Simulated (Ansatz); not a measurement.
**[HSO2]− (SMILES O=[SH][O-]) at 6 levels**

We compute a comparison of 6 runs (HF/STO-3G, UHF/STO-3G, SVWN5/STO-3G, UPBE/STO-3G, wB97X/STO-3G, UCCSD(T)/STO-3G) of [HSO2]−. 

Program for the calculation: Ansatz 0.2.0.

11 further runs of the same task are left out: 9 that didn't finish, 2 set aside as unsound or not needed.

**1. The system as given**

[HSO2]−: 4 atoms, total charge -1, spin state singlet. As SMILES, `O=[SH][O-]`. The O3–S2 distance was set to 1.857 Å, away from the relaxed value.

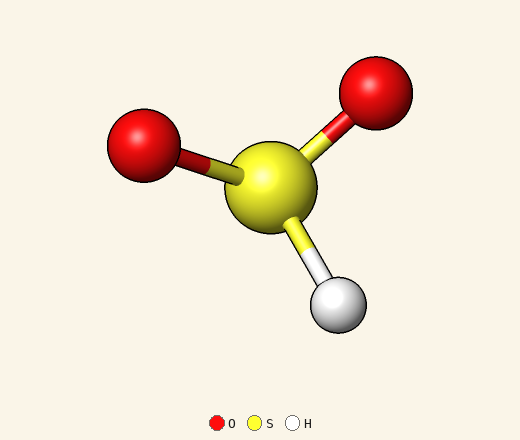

Viewed from a chosen angle; oxygen red, sulfur yellow, hydrogen white.

**2. A single-point energy at HF/STO-3G (run 1)**

Contents of run.yaml:

```yaml
crystal:
  periodic: [false, false, false]
  atoms:
    - {symbol: O, position_ang: [-1.499880, 0.240392, 0.586112]}
    - {symbol: S, position_ang: [-0.500730, -0.133218, -0.447008]}
    - {symbol: O, position_ang: [1.007500, -0.941190, 0.274450]}
    - {symbol: H, position_ang: [0.088130, 1.318822, -0.846448]}
basis:
  gaussian:
    orbitals: STO-3G
total_charge: -1
hamiltonian:
  xc: hf
accuracy: high
```

Run with:

```sh
$ ansatz run run.yaml --threads 1 --pin off --max-ram 2610MiB --events-out events.jsonl --progress --plain --runs-dir runs
```

Standard output:

```text
Warning: RAYON_NUM_THREADS=1 ignored (pool sized by the plan → 1); use --threads N
Functional definition: HF
  name "HF"
  exchange = exact_x
  correlation = 0
358 factors; integrals over basis functions are off by at most 3.3e-8 eV
mean field evaluation 1: about -14713.2311 eV, gradient 3.9e1 eV
mean field evaluation 2: about -14713.3396 eV, gradient 3.9e1 eV
mean field evaluation 4: about -14721.0425 eV, gradient 6.6e0 eV
mean field evaluation 8: about -14721.5433 eV, gradient 2.5e-1 eV
mean field -14721.54392575 eV, -541.0067606505 hartree, gradient 2.2e-8 eV, S^2 0.000000; 0 other end points of the search recorded, 0 dependent functions left out
reference -14721.54392575 eV, -541.0067606505 hartree; 17, 17 occupied and 3, 3 virtual orbitals, 358 factors
Total energy: -14721.54392575 eV, -541.0067606505 hartree
```

Run time: 0.1 s. Hardware: 1 thread of Arm Neoverse V2, shared host.

**3. The energy at UHF/STO-3G (run 2)**

Contents of job.yaml:

```yaml
crystal:
  periodic: [false, false, false]
  atoms:
    - {symbol: O, position_ang: [-1.499880, 0.240392, 0.586112]}
    - {symbol: S, position_ang: [-0.500730, -0.133218, -0.447008]}
    - {symbol: O, position_ang: [1.007500, -0.941190, 0.274450]}
    - {symbol: H, position_ang: [0.088130, 1.318822, -0.846448]}
basis:
  gaussian: {orbitals: STO-3G}
total_charge: -1
magnetization: {spin_polarized: true, initial_magnetization: 0}
hamiltonian: {xc: hf}
accuracy: high
```

Run with:

```sh
$ ansatz run job.yaml --threads 1 --pin off --max-ram 2610MiB --events-out events.jsonl --progress --plain --runs-dir runs
```

Standard output, shortened:

```text
Warning: RAYON_NUM_THREADS=1 ignored (pool sized by the plan → 1); use --threads N
Functional definition: HF
  name "HF"
[...]
358 factors; integrals over basis functions are off by at most 3.3e-8 eV
[...]
mean field -14721.54479208 eV, -541.0067924875 hartree, gradient 3.0e-8 eV, S^2 0.046535; 4 other end points of the search recorded, 0 dependent functions left out
reference -14721.54479208 eV, -541.0067924875 hartree; 17, 17 occupied and 3, 3 virtual orbitals, 358 factors
Total energy: -14721.54479208 eV, -541.0067924875 hartree
```

Run time: 0.5 s. Hardware: 1 thread of Arm Neoverse V2, shared host.

Run 3 isn't shown in full; the table further down has it.

**4. A single-point energy at UPBE/STO-3G (run 4)**

Contents of input.yaml:

```yaml
crystal:
  periodic: [false, false, false]
  atoms:
    - {symbol: O, position_ang: [-1.499880, 0.240392, 0.586112]}
    - {symbol: S, position_ang: [-0.500730, -0.133218, -0.447008]}
    - {symbol: O, position_ang: [1.007500, -0.941190, 0.274450]}
    - {symbol: H, position_ang: [0.088130, 1.318822, -0.846448]}
basis:
  gaussian:
    orbitals: STO-3G
total_charge: -1
magnetization:
  spin_polarized: true
  initial_magnetization: 0
hamiltonian:
  xc: {name: PBE}
accuracy: high
```

Run with:

```sh
$ ansatz run input.yaml --threads 1 --pin off --max-ram 2610MiB --events-out events.jsonl --progress --plain --runs-dir runs
```

Standard output:

```text
Warning: RAYON_NUM_THREADS=1 ignored (pool sized by the plan → 1); use --threads N
Functional definition: PBE
  name "PBE"
  parameter kappa = 0.804
  parameter beta = 0.06672455060314922
  exchange = pbe_x(kappa = kappa, mu = beta*pi^2/3)
  correlation = pbe_c(beta = beta)
358 factors; integrals over basis functions are off by at most 3.3e-8 eV
mean field evaluation 1: about -14740.8281 eV, gradient 3.2e1 eV
mean field evaluation 2: about -14544.2871 eV, gradient 9.8e1 eV
mean field evaluation 4: about -14734.8421 eV, gradient 4.1e1 eV
mean field evaluation 8: about -14749.2779 eV, gradient 1.8e-3 eV
mean field evaluation 16: about -14749.1786 eV, gradient 2.8e0 eV
mean field -14749.27785495 eV, -542.0259637498 hartree, gradient 3.0e-8 eV, S^2 0.000000; 1 other end points of the search recorded, 0 dependent functions left out
reference -14749.27785617 eV, -542.0259637946 hartree; 17, 17 occupied and 3, 3 virtual orbitals, 358 factors
Total energy: -14749.27785617 eV, -542.0259637946 hartree
```

Wall time 1.6 s (1 thread of Arm Neoverse V2, shared host); peak memory 0.12 GiB.

Run 5 isn't shown in full; the table further down has it.

**5. The energy at UCCSD(T)/STO-3G (run 6)**

Changes to input.yaml since step 4:

```diff
@@ -1 +1,4 @@
+basis:
+  gaussian:
+    orbitals: STO-3G
 crystal:
@@ -7,5 +10,2 @@
     - {symbol: H, position_ang: [0.088130, 1.318822, -0.846448]}
-basis:
-  gaussian:
-    orbitals: STO-3G
 total_charge: -1
@@ -14,4 +14,7 @@
   initial_magnetization: 0
-hamiltonian:
-  xc: {name: PBE}
+correlation:
+  method: ccsd_t
+  frozen_orbitals: {H: 0, O: 1, S: 5}
 accuracy: high
+scf:
+  omitted_lower_state_checks: [cluster_reference, increment]
```

Run with:

```sh
$ ansatz run input.yaml --threads 1 --pin off --max-ram 2610MiB --events-out events.jsonl --progress --plain --runs-dir runs
```

Standard output:

```text
Warning: RAYON_NUM_THREADS=1 ignored (pool sized by the plan → 1); use --threads N
[... 15 lines left out ...]
7 core orbitals not correlated: weight in the atoms' cores, before any rotation towards them, 1.000 or more for the frozen orbitals, at most 0.000 for the correlated occupied ones
[... 42 lines left out ...]
Total energy: -14725.31785386 eV, -541.1454499505 hartree
Checks for a lower state left out: cluster_reference, increment
```

It took 0.7 s on 1 thread of Arm Neoverse V2, shared host.

**6. Overview of the runs**

| run | level | frozen core orbitals | energy (Eh) | wall time |
| --- | --- | --- | --- | --- |
| 1 | HF/STO-3G | – | -541.006761 | 0.1 s |
| 2 | UHF/STO-3G | – | -541.006792 | 0.5 s |
| 3 | SVWN5/STO-3G | – | -539.852070 | 0.62 s |
| 4 | UPBE/STO-3G | – | -542.025964 | 1.6 s |
| 5 | wB97X/STO-3G | – | -542.304969 | 4.2 s |
| 6 | UCCSD(T)/STO-3G | 7 | -541.145450 | 0.7 s |

**7. Results**

```
                                          quantity          value
                               run 6: total energy  -541.14545 Eh
run 6: correlation energy (7 core orbitals frozen)     -138.7 mEh
                             run 6: (T) correction      -8.39 mEh
          run 6: ⟨S²⟩ of the reference determinant          0.047
                              run 6: T1 diagnostic          0.040
```

What this shows: Totals of different functionals can't be ranked against each other. In runs 1, 2, 3, 4, 5, 6 the basis is minimal, so the values are rough. All runs together took 7.7 s, the longest 4.2 s.
